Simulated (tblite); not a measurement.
**C4H10Ge2N2: geometry relaxation**

The run: geometry relaxation of C4H10Ge2N2. Method and program: GFN2-xTB geometry optimisation, gas phase (tblite 0.8.0).

It belongs to a series of runs on one base structure; here: H on Ge replaced by CH2CN.

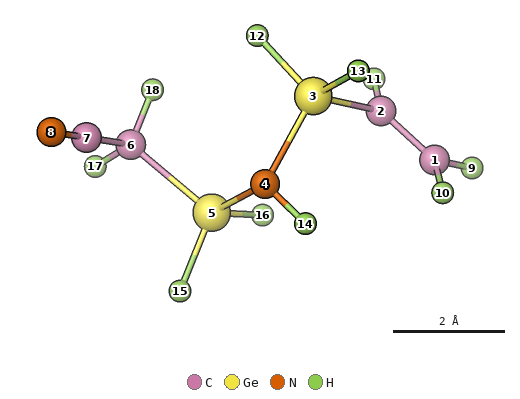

Fig. 1: The input geometry (ball-and-stick view, seen at a tilt; atoms are numbered from 1 in the order of the input). Sticks mark near contacts. Bond lengths as drawn: C–C 1.32 to 1.46 Å, C–Ge 1.95 Å, C–H 1.08 to 1.11 Å, C–N 1.17 Å, Ge–H 1.54 to 1.56 Å, Ge–N 1.85 to 1.86 Å and H–N 1.04 Å.

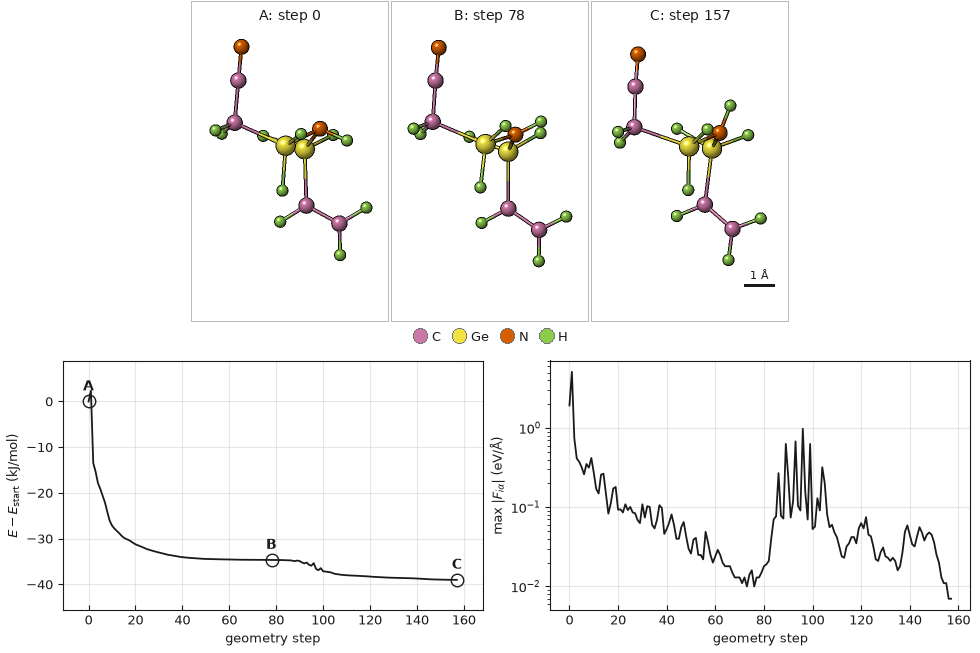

Fig. 2: Frames of the relaxation (ball-and-stick view, seen at a tilt) above the curves, on which the letters mark them (steps are counted from 0).

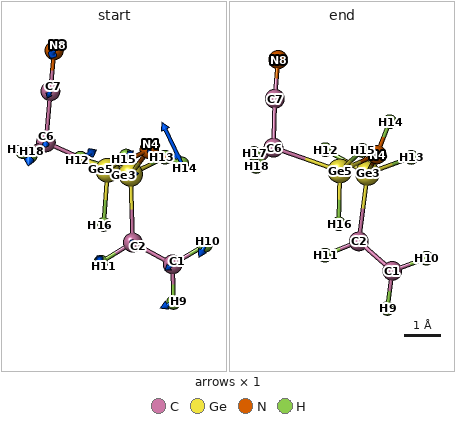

Fig. 3: Before (left) and after (right) the relaxation, at one scale (ball-and-stick view, seen at a tilt). The blue arrows give the displacements, at true length. The energy falls by 39.0 kJ/mol in 157 geometry steps. The largest force component goes from 1.9 to 0.007 eV/Å. The largest move after the best rigid fit is that of H14, 1.34 Å. Largest moves by element: H 1.34 Å, N 0.38 Å, C 0.30 Å, Ge 0.27 Å. Among the contacts that change: Ge5–C6 1.947 → 2.012 Å, Ge3–H13 1.557 → 1.506 Å, Ge5–H15 1.554 → 1.505 Å, N4–Ge5 1.852 → 1.810 Å. Among the angles that change: Ge3–N4–Ge5 108.4° → 124.8°, C2–Ge3–H13 108.5° → 114.3°, Ge3–N4–H14 107.1° → 112.7°. (Atoms are counted from 1 in the order of the input.)

The input and output of the run follow.

**Input**
```
{"job": {"kind": "relax", "xc": "GFN2-xTB", "basis": "xTB"}, "charge": 0, "multiplicity": 1}
C     -3.086500     0.112800    -0.280500
C     -2.032600    -0.515700    -0.769800
Ge    -0.751900    -1.355400     0.430000
N     -0.034400    -0.078000     1.581800
Ge     0.849100     1.194600     0.567000
C      2.429000     0.424400    -0.270600
C      3.265400    -0.204000     0.753600
N      3.927600    -0.703000     1.572400
H     -3.795300     0.580400    -0.957500
H     -3.276100     0.173900     0.794000
H     -1.864200    -0.571200    -1.832800
H      0.361700    -2.028700    -0.394900
H     -1.495600    -2.438000     1.265300
H     -0.832600     0.397900     2.047000
H      1.283300     2.374500     1.480000
H     -0.098800     1.750600    -0.524100
H      3.014000     1.229800    -0.767800
H      2.129200    -0.338700    -1.018100
```

The first line tells a small driver script what to run in tblite; the rest is the geometry in Å.

Launch command:
```bash
OMP_NUM_THREADS=1 python <driver script> task.json out
```

**Log**
```
step      E/eV     max force
  0    -632.86701    2.763
  1    -632.84274    7.098
  2    -633.00638    0.798
  3    -633.02610    0.427
  4    -633.05185    0.495
  5    -633.06510    0.416
  6    -633.08029    0.299
  7    -633.09593    0.414
  8    -633.11729    0.372
  9    -633.13713    0.427
 10    -633.14810    0.290
 11    -633.15489    0.171
 12    -633.16007    0.161
 13    -633.16515    0.261
 14    -633.17094    0.266
 15    -633.17550    0.203
 16    -633.17841    0.106
 17    -633.18069    0.136
 18    -633.18361    0.172
 19    -633.18739    0.182
 20    -633.19068    0.142
 21    -633.19275    0.145
 22    -633.19491    0.118
 23    -633.19725    0.122
 24    -633.19974    0.114
 25    -633.20171    0.127
 26    -633.20333    0.095
 27    -633.20487    0.093
 28    -633.20645    0.094
 29    -633.20784    0.082
 30    -633.20910    0.123
 31    -633.21038    0.102
 32    -633.21192    0.135
 33    -633.21343    0.112
 34    -633.21458    0.066
 35    -633.21532    0.064
 36    -633.21620    0.076
 37    -633.21720    0.111
 38    -633.21822    0.104
 39    -633.21907    0.061
 40    -633.21973    0.054
 41    -633.22032    0.067
 42    -633.22089    0.081
 43    -633.22136    0.062
 44    -633.22172    0.052
 45    -633.22206    0.049
 46    -633.22248    0.066
 47    -633.22294    0.077
 48    -633.22333    0.060
 49    -633.22357    0.034
 50    -633.22375    0.037
 51    -633.22393    0.046
 52    -633.22413    0.050
 53    -633.22430    0.038
 54    -633.22442    0.026
 55    -633.22452    0.022
 56    -633.22462    0.049
 57    -633.22475    0.042
 58    -633.22495    0.028
 59    -633.22505    0.028
 60    -633.22514    0.025
 61    -633.22523    0.029
 62    -633.22533    0.025
 63    -633.22543    0.021
 64    -633.22551    0.023
 65    -633.22558    0.023
 66    -633.22564    0.020
 67    -633.22570    0.018
 68    -633.22576    0.015
 69    -633.22579    0.015
 70    -633.22582    0.017
 71    -633.22586    0.015
 72    -633.22590    0.016
 73    -633.22594    0.014
 74    -633.22596    0.016
 75    -633.22598    0.016
 76    -633.22599    0.011
 77    -633.22601    0.014
 78    -633.22605    0.015
 79    -633.22609    0.015
 80    -633.22615    0.018
 81    -633.22621    0.022
 82    -633.22629    0.031
 83    -633.22641    0.049
 84    -633.22662    0.079
 85    -633.22692    0.089
 86    -633.22696    0.277
 87    -633.22776    0.093
 88    -633.22880    0.088
 89    -633.22744    0.630
 90    -633.22859    0.248
 91    -633.23183    0.081
 92    -633.23393    0.130
 93    -633.23194    0.682
 94    -633.23705    0.115
 95    -633.23903    0.102
 96    -633.23330    1.056
 97    -633.24652    0.183
 98    -633.24925    0.104
 99    -633.24466    0.687
100    -633.25166    0.068
101    -633.25244    0.072
102    -633.25337    0.144
103    -633.25395    0.104
104    -633.25563    0.450
105    -633.25759    0.301
106    -633.25837    0.129
107    -633.25939    0.072
108    -633.25982    0.077
109    -633.26033    0.068
110    -633.26077    0.059
111    -633.26108    0.045
112    -633.26127    0.030
113    -633.26148    0.038
114    -633.26178    0.046
115    -633.26209    0.040
116    -633.26233    0.047
117    -633.26254    0.048
118    -633.26284    0.044
119    -633.26328    0.057
120    -633.26377    0.067
121    -633.26417    0.057
122    -633.26448    0.077
123    -633.26480    0.047
124    -633.26521    0.056
125    -633.26561    0.038
126    -633.26584    0.030
127    -633.26600    0.029
128    -633.26616    0.038
129    -633.26634    0.040
130    -633.26652    0.034
131    -633.26668    0.024
132    -633.26682    0.031
133    -633.26694    0.030
134    -633.26704    0.030
135    -633.26712    0.022
136    -633.26721    0.024
137    -633.26736    0.035
138    -633.26761    0.060
139    -633.26794    0.070
140    -633.26826    0.052
141    -633.26852    0.037
142    -633.26874    0.037
143    -633.26899    0.063
144    -633.26934    0.075
145    -633.26973    0.055
146    -633.27003    0.040
147    -633.27021    0.048
148    -633.27037    0.052
149    -633.27055    0.049
150    -633.27073    0.040
151    -633.27086    0.031
152    -633.27095    0.022
153    -633.27100    0.017
154    -633.27104    0.013
155    -633.27107    0.013
156    -633.27109    0.010
157    -633.27111    0.008
```

**Trajectory as extended XYZ (Å, eV, eV/Å), 6 of the 158 frames kept, from step=0 to step=157**
```
18
Properties=species:S:1:pos:R:3:forces:R:3 step=0 energy=-632.86701
C    -3.0865    0.1128   -0.2805   -0.2800   0.1580  -0.1880
C    -2.0326   -0.5157   -0.7698    0.0660  -0.0660   0.2020
Ge   -0.7519   -1.3554    0.4300   -0.0100  -0.8900   0.1920
N    -0.0344   -0.0780    1.5818   -0.6440   0.5100  -0.1840
Ge    0.8491    1.1946    0.5670   -0.4820   0.8440   0.5220
C     2.4290    0.4244   -0.2706    1.0770  -0.5860   0.0410
C     3.2654   -0.2040    0.7536    0.9610  -0.7310   1.0320
N     3.9276   -0.7030    1.5724   -1.5800   1.1940  -1.9260
H    -3.7953    0.5804   -0.9575   -0.0570   0.0320   0.3450
H    -3.2761    0.1739    0.7940    0.0090   0.0030  -0.4660
H    -1.8642   -0.5712   -1.8328   -0.0790   0.0540  -0.1300
H     0.3617   -2.0287   -0.3949   -0.2170   0.1810   0.3550
H    -1.4956   -2.4380    1.2653    0.4060   0.4380  -0.1420
H    -0.8326    0.3979    2.0470    0.7360  -0.5070  -0.1570
H     1.2833    2.3745    1.4800   -0.2460  -0.4360  -0.2220
H    -0.0988    1.7506   -0.5241    0.3070  -0.0170   0.1800
H     3.0140    1.2298   -0.7678   -0.2690  -0.5320   0.2230
H     2.1292   -0.3387   -1.0181    0.3020   0.3500   0.3220
18
Properties=species:S:1:pos:R:3:forces:R:3 step=31 energy=-633.21038
C    -3.1905    0.0801   -0.3783   -0.0120  -0.0140   0.0050
C    -2.1536   -0.6232   -0.8057   -0.0080   0.0540  -0.0050
Ge   -0.8439   -1.4105    0.4264   -0.0580   0.0650  -0.0540
N    -0.0256   -0.0430    1.3332    0.0060  -0.0370  -0.0160
Ge    0.8933    1.3236    0.5768   -0.0220  -0.0740   0.0350
C     2.4876    0.4790   -0.2692    0.0560  -0.0360  -0.0290
C     3.2720   -0.1746    0.7316   -0.0260   0.0270   0.0060
N     3.8721   -0.6863    1.5606    0.0060   0.0100  -0.0270
H    -3.8782    0.5914   -1.0380    0.0380  -0.0610  -0.0090
H    -3.4028    0.1726    0.6785    0.0100  -0.0010  -0.0490
H    -1.9533   -0.6978   -1.8691   -0.0560  -0.0050   0.0440
H     0.2165   -2.1398   -0.3549    0.0200  -0.0090   0.0290
H    -1.4342   -2.2917    1.4930    0.0150   0.0260  -0.0110
H    -0.4477    0.1563    2.2253    0.0150   0.0440   0.0300
H     1.2076    2.2934    1.6813    0.0430  -0.0070  -0.0010
H     0.1361    2.0368   -0.5276   -0.0320  -0.0040   0.0140
H     3.1009    1.2074   -0.8025   -0.0030   0.0240   0.0370
H     2.1349   -0.2672   -0.9863    0.0090  -0.0010   0.0020
18
Properties=species:S:1:pos:R:3:forces:R:3 step=63 energy=-633.22543
C    -3.2647    0.0560   -0.4389   -0.0160  -0.0080   0.0010
C    -2.2040   -0.6363   -0.8205   -0.0050   0.0100  -0.0040
Ge   -0.8967   -1.3695    0.4432    0.0200   0.0030  -0.0060
N    -0.0389   -0.0255    1.3403    0.0030   0.0030   0.0110
Ge    0.9389    1.3104    0.6148   -0.0050  -0.0090  -0.0160
C     2.5315    0.5024   -0.2814    0.0030  -0.0020   0.0040
C     3.3245   -0.1636    0.7030   -0.0040   0.0080  -0.0040
N     3.9319   -0.6808    1.5232    0.0030  -0.0030  -0.0160
H    -3.9722    0.4767   -1.1384    0.0060   0.0040  -0.0020
H    -3.4757    0.2286    0.6062    0.0050   0.0030  -0.0040
H    -2.0256   -0.7912   -1.8776    0.0060  -0.0060   0.0040
H     0.1528   -2.1488   -0.3082    0.0020   0.0040   0.0000
H    -1.5043   -2.2199    1.5223   -0.0100   0.0040   0.0150
H    -0.3277    0.1132    2.2948    0.0010  -0.0110  -0.0180
H     1.3271    2.2296    1.7392   -0.0030   0.0050   0.0020
H     0.1622    2.0703   -0.4425    0.0010  -0.0020   0.0100
H     3.1277    1.2747   -0.7715    0.0000  -0.0080   0.0100
H     2.2044   -0.2199   -1.0331   -0.0050   0.0060   0.0140
18
Properties=species:S:1:pos:R:3:forces:R:3 step=94 energy=-633.23705
C    -3.2756    0.0417   -0.5262   -0.0180  -0.0030   0.0260
C    -2.1973   -0.6529   -0.8515   -0.0010   0.0100   0.0110
Ge   -0.9402   -1.3281    0.4889    0.0300   0.0060   0.0070
N    -0.1449    0.0692    1.3722   -0.0540   0.0070   0.0610
Ge    0.9421    1.3336    0.6742   -0.0130  -0.0360  -0.0050
C     2.5267    0.5372   -0.2663    0.0130  -0.0100   0.0000
C     3.3670   -0.1838    0.6342   -0.0130  -0.0300   0.0040
N     4.0213   -0.7640    1.3732   -0.0410   0.0350   0.0020
H    -3.9894    0.4064   -1.2517    0.0600  -0.0090  -0.0060
H    -3.4925    0.2747    0.5059    0.0010   0.0100  -0.0150
H    -2.0024   -0.8825   -1.8925    0.0020   0.0150   0.0170
H     0.1098   -2.1859   -0.1884   -0.0130  -0.0020   0.0160
H    -1.6076   -2.1111    1.5871    0.0090  -0.0080  -0.0070
H    -0.0847   -0.0473    2.3732    0.0420  -0.0240  -0.1040
H     1.3250    2.2408    1.8091    0.0290   0.0060  -0.0030
H     0.1709    2.0796   -0.3828   -0.0320   0.0230  -0.0100
H     3.1080    1.3253   -0.7488   -0.0190   0.0030   0.0070
H     2.1551   -0.1465   -1.0347    0.0190   0.0050   0.0010
18
Properties=species:S:1:pos:R:3:forces:R:3 step=126 energy=-633.26584
C    -3.1456    0.1089   -0.5485   -0.0030   0.0040   0.0140
C    -2.0763   -0.6210   -0.8202   -0.0130  -0.0090   0.0000
Ge   -0.9081   -1.3609    0.5588   -0.0080   0.0070   0.0050
N    -0.1382    0.0441    1.4593    0.0100  -0.0030  -0.0090
Ge    0.8380    1.3327    0.6431    0.0070   0.0030  -0.0100
C     2.4222    0.5553   -0.3189   -0.0020   0.0020  -0.0120
C     3.1931   -0.1975    0.6158   -0.0060   0.0130   0.0170
N     3.7612   -0.7929    1.4117    0.0050  -0.0050  -0.0100
H    -3.7847    0.5221   -1.3152    0.0150  -0.0030  -0.0080
H    -3.4258    0.3265    0.4700   -0.0020   0.0120   0.0210
H    -1.8264   -0.8290   -1.8539    0.0140  -0.0020  -0.0030
H     0.1313   -2.2507   -0.0939    0.0130  -0.0220   0.0140
H    -1.6108   -2.1359    1.6411   -0.0120  -0.0020  -0.0140
H     0.2378   -0.2263    2.3571   -0.0190  -0.0130   0.0200
H     1.2756    2.3004    1.7079   -0.0050  -0.0020   0.0090
H    -0.0540    1.9940   -0.3688   -0.0090   0.0180  -0.0140
H     3.0333    1.3435   -0.7584    0.0110   0.0060   0.0030
H     2.0687   -0.1069   -1.1122    0.0040  -0.0030  -0.0220
18
Properties=species:S:1:pos:R:3:forces:R:3 step=157 energy=-633.27111
C    -3.0589    0.1402   -0.5823   -0.0020   0.0020  -0.0010
C    -2.0257   -0.6542   -0.8099   -0.0030  -0.0040   0.0000
Ge   -0.9422   -1.4106    0.6261    0.0050  -0.0020  -0.0030
N    -0.1201   -0.0083    1.4810    0.0010   0.0000  -0.0050
Ge    0.8003    1.3117    0.6516    0.0020   0.0020   0.0000
C     2.4044    0.6242   -0.3489   -0.0050   0.0050   0.0000
C     3.1719   -0.1943    0.5315   -0.0010  -0.0050  -0.0040
N     3.7409   -0.8501    1.2777    0.0020  -0.0020   0.0050
H    -3.6503    0.5732   -1.3758    0.0030  -0.0010  -0.0030
H    -3.3554    0.3928    0.4241    0.0020   0.0050  -0.0020
H    -1.7545   -0.8957   -1.8308   -0.0020  -0.0010  -0.0020
H     0.0606   -2.3998    0.0653    0.0000   0.0060   0.0060
H    -1.7374   -2.0799    1.7157    0.0010  -0.0070   0.0010
H     0.2730   -0.2726    2.3735    0.0020   0.0040   0.0040
H     1.2225    2.2818    1.7218   -0.0010  -0.0040   0.0050
H    -0.1293    1.9603   -0.3363   -0.0010   0.0020   0.0040
H     3.0124    1.4571   -0.7034    0.0020   0.0030  -0.0060
H     2.0792    0.0305   -1.2060   -0.0060  -0.0020   0.0010
```

**Results in brief**

```csv
quantity,value
outcome,converged
total energy,−633.2711 eV
hardware,"1 CPU thread, shared host"
wall time,1.4 s
peak memory,0.18 GiB
```
